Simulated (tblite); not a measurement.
# C6H18BN3: the cost of one run

Programs: PySCF 2.14.0 with density-fitted response routines of our own, and tblite 0.8.0. All values are computed, except where a source is named. Atoms count from 0 throughout.

## (1) The molecule as given

28 atoms, charge 0, multiplicity 1; geometry from: UFF geometry.

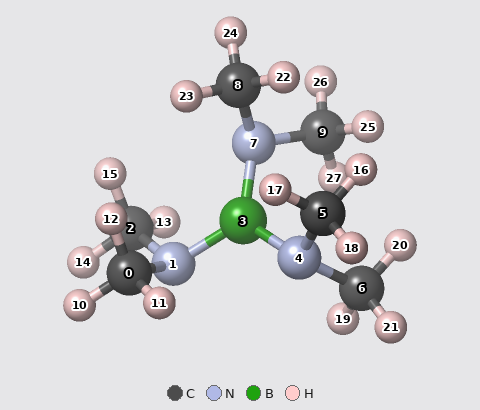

The starting geometry (carbon dark grey, nitrogen light blue, boron green, hydrogen pink), atoms numbered.

## (2) GFN2-xTB relaxation, conformer 1

What the job is given:

```
{"job": {"xc": "GFN2-xTB", "basis": "xTB", "kind": "relax"}, "charge": 0, "multiplicity": 1}
C     -1.286800    -2.345100     0.251100
N     -1.170000    -1.264800    -0.753900
C     -2.464300    -0.644600    -0.977500
B     -0.110600    -0.238300    -0.280700
N      1.362700    -0.719500    -0.208900
C      2.031700    -0.444700     1.055200
C      2.161800    -0.262300    -1.367500
N     -0.553200     1.195300     0.111000
C     -0.634900     1.405700     1.558000
C      0.190900     2.253500    -0.559100
H     -2.032600    -3.102000    -0.098600
H     -0.329300    -2.874000     0.384700
H     -1.636600    -1.944200     1.247200
H     -2.377900     0.164600    -1.744100
H     -3.188800    -1.382000    -1.385900
H     -2.902100    -0.215800    -0.031000
H      2.295900     0.634800     1.161000
H      1.401000    -0.768800     1.913400
H      2.977200    -1.028400     1.118700
H      1.613500    -0.420900    -2.310100
H      2.442500     0.809500    -1.271300
H      3.092500    -0.863200    -1.422800
H      0.368300     1.554900     2.024600
H     -1.164500     0.554200     2.056000
H     -1.237500     2.326700     1.762400
H      1.199800     2.369000    -0.120600
H     -0.341600     3.223300    -0.446700
H      0.272100     2.054500    -1.650500
```

On the command line:

```bash
OMP_NUM_THREADS=1 python ens_run.py task.json out
```

One launch serves the whole session.

**Question.** How long does this first job take on 1 thread of Arm Neoverse V2, shared host?

About 2 s.
